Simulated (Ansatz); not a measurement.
# B3LYP/6-31G(d) (spherical functions) run of CHClFNOSi (SMILES O=C=N[SiH](F)Cl)

What is the vertical ionisation energy of CHClFNOSi at B3LYP/6-31G* (spherical functions)? 

The results are computed with Ansatz 0.2.0.

144 further runs of the same task are left out: 144 set aside as unsound or not needed. Runs told in other sessions of the task aren't counted.

**1. The molecule**

CHClFNOSi has 7 atoms, charge 0, and is taken as a singlet. As SMILES, `O=C=N[SiH](F)Cl`. The coordinates come from a PBE0-D4/def2-TZVP relaxation. This is one conformer, not always the lowest.

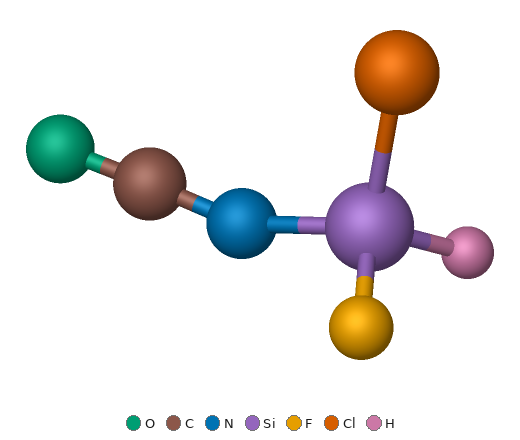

The structure, seen from a chosen angle (oxygen teal, carbon brown, nitrogen blue, silicon purple, fluorine amber, chlorine orange, hydrogen pink).

**2. The energy at B3LYP/6-31G(d) (spherical functions)**

The input, job.yaml:

```yaml
crystal:
  periodic: [false, false, false]
  atoms:
    - {symbol: O, position_ang: [0.815200, -2.357500, 1.658700]}
    - {symbol: C, position_ang: [0.512200, -1.559700, 0.874600]}
    - {symbol: "N", position_ang: [0.199300, -0.771000, 0.028300]}
    - {symbol: Si, position_ang: [-0.274200, 0.722000, -0.596700]}
    - {symbol: F, position_ang: [0.917700, 1.292700, -1.464400]}
    - {symbol: Cl, position_ang: [-0.652900, 2.033600, 0.904000]}
    - {symbol: H, position_ang: [-1.456100, 0.571700, -1.450200]}
basis:
  gaussian:
    orbitals: 6-31G_st_-spherical.json
hamiltonian:
  xc: {name: B3LYP}
accuracy: high
output:
  orbitals: {seedname: orbitals}
```

The basis set 6-31G* is read from a file made from the Basis Set Exchange's data (not shown).

Launch:

```
$ ansatz run job.yaml --threads 1 --pin off --max-ram 3480MiB --events-out events.jsonl --progress --plain --runs-dir runs
```

The program printed:

```text
Warning: RAYON_NUM_THREADS=1 ignored (pool sized by the plan → 1); use --threads N
Functional definition: B3LYP
  name "B3LYP"
  parameter a0 = 0.2
  parameter ax = 0.72
  parameter ac = 0.81
  exchange = (1 - a0 - ax)*slater_x + ax*b88_x + a0*exact_x
  correlation = (1 - ac)*vwn_rpa_c + ac*lyp_c
1979 factors; integrals over basis functions are off by at most 6.2e-9 eV
mean field evaluation 1: about -27704.6280 eV, gradient 6.0e1 eV
mean field evaluation 2: about -27698.0750 eV, gradient 8.5e1 eV
mean field evaluation 4: about -27710.7114 eV, gradient 1.9e0 eV
mean field evaluation 8: about -27710.9307 eV, gradient 8.5e-1 eV
mean field evaluation 16: about -27710.9321 eV, gradient 1.0e-4 eV
mean field -27710.93206306 eV, -1018.3579701732 hartree, gradient 3.2e-8 eV, S^2 0.000000; 0 other end points of the search recorded, 0 dependent functions left out
reference -27710.93210103 eV, -1018.3579715686 hartree; 31, 31 occupied and 63, 63 virtual orbitals, 1979 factors
Total energy: -27710.93210103 eV, -1018.3579715686 hartree
```

It took 8.7 s on 1 thread of Arm Neoverse V2, shared host; peak memory 0.34 GiB.

**3. The doublet cation, same level**

The input, in.yaml:

```yaml
basis:
  gaussian:
    orbitals: 6-31G_st_-spherical.json
crystal:
  periodic: [false, false, false]
  atoms:
    - symbol: O
      position_ang: [0.815200, -2.357500, 1.658700]
    - symbol: C
      position_ang: [0.512200, -1.559700, 0.874600]
    - symbol: N
      position_ang: [0.199300, -0.771000, 0.028300]
    - symbol: Si
      position_ang: [-0.274200, 0.722000, -0.596700]
    - symbol: F
      position_ang: [0.917700, 1.292700, -1.464400]
    - symbol: Cl
      position_ang: [-0.652900, 2.033600, 0.904000]
    - symbol: H
      position_ang: [-1.456100, 0.571700, -1.450200]
total_charge: 1
magnetization:
  spin_polarized: true
  initial_magnetization: 1
hamiltonian:
  xc: {name: B3LYP}
accuracy: high
output:
  orbitals: {seedname: orbitals}
```

The basis set 6-31G* is read from a file made from the Basis Set Exchange's data (not shown).

Launch:

```
$ ansatz run in.yaml --threads 1 --pin off --max-ram 3480MiB --events-out events.jsonl --progress --plain --runs-dir runs
```

The program printed, cut to the lines that bear on the results:

```text
Warning: RAYON_NUM_THREADS=1 ignored (pool sized by the plan → 1); use --threads N
[... 7 set-up lines as earlier in the session ...]
1979 factors; integrals over basis functions are off by at most 6.2e-9 eV
mean field evaluation 1: about -27685.7126 eV, gradient 5.9e1 eV
mean field evaluation 2: about -27649.9451 eV, gradient 1.1e2 eV
mean field evaluation 4: about -27694.6480 eV, gradient 2.8e1 eV
mean field evaluation 8: about -27699.1332 eV, gradient 3.7e0 eV
mean field evaluation 16: about -27699.5349 eV, gradient 3.1e-1 eV
mean field evaluation 32: about -27699.5775 eV, gradient 1.1e-1 eV
mean field evaluation 64: about -27699.5251 eV, gradient 2.7e0 eV
mean field -27699.57833787 eV, -1017.9407284684 hartree, gradient 1.4e-8 eV, S^2 0.760840; 8 other end points of the search recorded, 0 dependent functions left out
reference -27699.57837556 eV, -1017.9407298534 hartree; 31, 30 occupied and 63, 64 virtual orbitals, 1979 factors
Total energy: -27699.57837556 eV, -1017.9407298534 hartree
```

Run time: 41 s. Hardware: 1 thread of Arm Neoverse V2, shared host; peak memory 0.54 GiB.

**4. Results**

Level: B3LYP/6-31G* (spherical functions).

```
                                          quantity           value
                   singlet CHClFNOSi: total energy  -1018.35797 Eh
                    singlet CHClFNOSi: HOMO energy        -8.94 eV
                    singlet CHClFNOSi: LUMO energy        -0.26 eV
                  singlet CHClFNOSi: HOMO–LUMO gap         8.68 eV
                      doublet cation: total energy  -1017.94073 Eh
doublet cation: HOMO energy (highest over α and β)       -15.28 eV
 doublet cation: LUMO energy (lowest over α and β)       -13.74 eV
                              doublet cation: ⟨S²⟩           0.761
vertical ionisation energy (to the doublet cation)       11.354 eV
```

In words: The vertical ionisation energy comes to 11.35 eV (262 kcal/mol). −ε(HOMO) before ionisation, 8.94 eV, is 2.41 eV below this ionisation energy.
